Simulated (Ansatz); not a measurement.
**TiSi2: pressure series**

Consider TiSi₂ (space group Fddd, No. 70).

```yaml
crystal:
  lattice:
    - [0.00000, 4.13234, 4.28268]
    - [2.40310, 0.00000, 4.28268]
    - [2.40310, 4.13234, 0.00000]
  atoms:
    - { symbol: Si, position: [0.66302, 0.33698, 0.66302] }
    - { symbol: Si, position: [0.33698, 0.66302, 0.33698] }
    - { symbol: Si, position: [0.58698, 0.91302, 0.58698] }
    - { symbol: Si, position: [0.91302, 0.58698, 0.91302] }
    - { symbol: Ti, position: [0.00000, 0.00000, 0.00000] }
    - { symbol: Ti, position: [0.25000, 0.25000, 0.25000] }
```

Cell and atoms are relaxed at each pressure.

All numbers come from PBE, PAW, 420 eV (Ansatz, a program for electronic structure; without spin-orbit coupling).

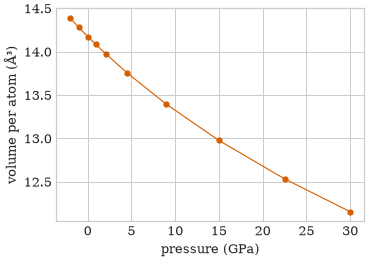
Figure: Volume per atom against pressure

Question: From the plot, what is the volume per atom for pressure 15 GPa?

Answer: About 13.0 Å³.

Question: Is the trend monotonic over the range shown?

Answer: Yes, it falls throughout, spanning 12.16 Å³ to 14.39 Å³.

Load acts through the strain it causes; cell and atoms are relaxed under it. No phonon test of stability was made. Competing high-pressure phases were not computed. The final runs are not spin-polarised.
